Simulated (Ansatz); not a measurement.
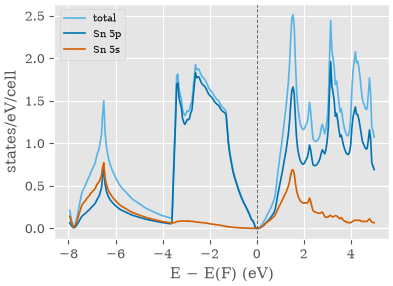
Fig. 1. Total and projected density of states of Sn (diamond, Fd-3m), DFT-r²SCAN+D4 in the program Ansatz with PAW potentials

Q: Which orbitals carry the states next to the Fermi level?

A: Within 0.5 eV of the Fermi level: Sn 5p 82 %, Sn 5s 17 %. Projections are on Löwdin-orthogonalised atomic valence shells; empty p or d shells of many metals are not among them.

Q: Where is the tallest occupied peak in this window, and what makes it?

A: Near -2.6 eV, about 1.9 states/eV per cell; the largest projected share is Sn 5p.

This is a known low-temperature phase of the composition, computed here at zero pressure and temperature. The r²SCAN+D4 relaxation kept the symmetry of its start; its stability against distortions is not shown here. The pairwise dispersion correction was not fitted to metals. Spin–orbit coupling is left out wherever it is not named.

Potentials: the later of the program's two PAW sets.
